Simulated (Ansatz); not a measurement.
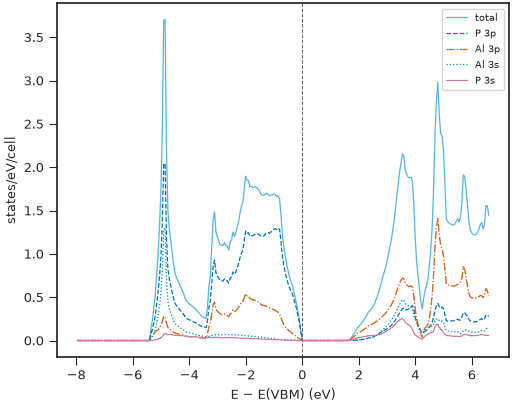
Figure: Total and projected density of states of AlP (zinc blende, F-43m), PBE in the plane-wave PAW code Ansatz

Which orbitals carry the states next to the gap?

Top 1 eV of the valence band: P 3p 80 %, Al 3p 17 %. Bottom 1 eV of the conduction band: Al 3p 52 %, P 3s 17 %, P 3p 9 %, Al 3s 8 %, outside the projected shells 14 %. Projections are on Löwdin-orthogonalised atomic valence shells; empty p or d shells of many metals are not among them.

Where is the tallest occupied peak in this window, and what makes it?

Near -4.8 eV, about 3.7 states/eV per cell; the largest projected share is P 3p.

The PBE relaxation kept the symmetry of its start.

Potentials: the later of the program's two PAW sets.
